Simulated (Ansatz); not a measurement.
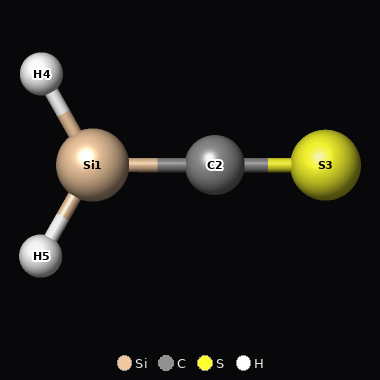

The system is CH₂SSi, SMILES [SiH2]=C=S; the picture shows the reference structure. The first coordinate is: bond length Si1–H5; the second: angle H5–Si1–C2. Nothing is relaxed (all other coordinates rigid). Grid: 15 × 15 points. Points are written as (first, second). Energies are in kJ/mol, from the lowest grid point. The reference is spin-restricted, which grows unreliable where a bond is stretched far. Theory: RHF/def2-TZVP in Ansatz 0.2.0.

Its coordinates:

| atom | x (Å) | y (Å) | z (Å) |
| --- | --- | --- | --- |
| Si | -0.1932 | 0.5564 | -0.3816 |
| C | 0.2772 | -0.7936 | 0.5430 |
| S | 0.7051 | -2.0168 | 1.3796 |
| H | -1.0112 | 0.3630 | -1.5724 |
| H | 0.2221 | 1.8910 | 0.0314 |

Range: bond length Si1–H5 from 1.195 to 2.186 Å; angle H5–Si1–C2 from 94.6 to 144.6°.

What landscape does the calculation give?

Answer. The lowest grid point is at (1.478 Å, 119.6°). It is the only kind of minimum in the scanned range. The highest grid point, (2.186 Å, 94.6°), lies 258 kJ/mol above the lowest. Round the minimum the two coordinates are nearly uncoupled.

```
angle H5–Si1–C2 ↓, bond length Si1–H5 →  1.195  1.266  1.337  1.408  1.478  1.549  1.620  1.691  1.762  1.832  1.903  1.974  2.045  2.115  2.186
                                  144.6    154     98     65     49     46     52     64     82    103    126    151    177    204    230    256
                                  141.0    140     85     52     36     33     40     53     70     92    115    141    167    194    221    247
                                  137.4    129     74     41     26     23     29     43     61     83    106    132    159    186    213    240
                                  133.9    120     65     33     17     15     21     35     53     75     99    125    152    180    207    234
                                  130.3    113     58     26     11      8     15     29     47     70     94    120    147    175    202    230
                                  126.7    108     53     21      6      4     11     24     43     66     90    116    144    171    199    227
                                  123.1    105     50     18      3      1      8     22     41     63     88    114    142    170    197    225
                                  119.6    104     49     17      2      0      7     21     40     63     87    114    141    169    197    224
                                  116.0    105     50     18      3      1      8     22     41     63     88    115    142    170    198    225
                                  112.4    108     53     21      6      4     11     25     44     66     91    117    144    172    200    228
                                  108.9    113     58     25     10      8     15     29     48     70     95    121    148    176    203    231
                                  105.3    119     64     32     17     14     21     35     54     76    100    126    154    181    208    236
                                  101.7    128     73     41     25     23     29     43     61     83    107    133    160    188    215    242
                                   98.1    139     84     51     36     33     39     52     71     92    116    142    169    196    222    249
                                   94.6    152     96     63     48     44     51     63     81    103    126    152    178    205    231    258
```

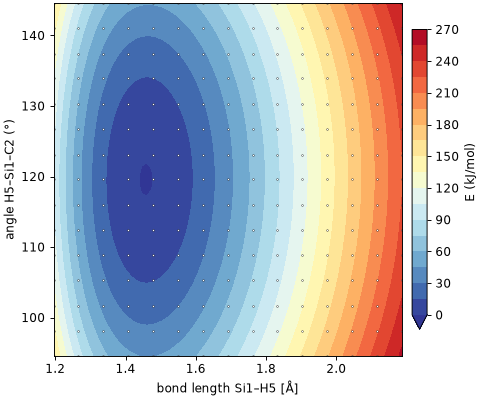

In the figure: filled contours, dots at the grid points. Between grid points the surface is interpolated.

Each point was launched as `ansatz run input.yaml --threads 1 --pin off --max-ram 2560MiB --backend cpu --events-out ev --progress --plain --runs-dir out`. Time for the 225 points that were run: 6.6 min on 1 thread of Intel(R) Xeon(R) Platinum 8488C (Sapphire Rapids), with other jobs on the host.
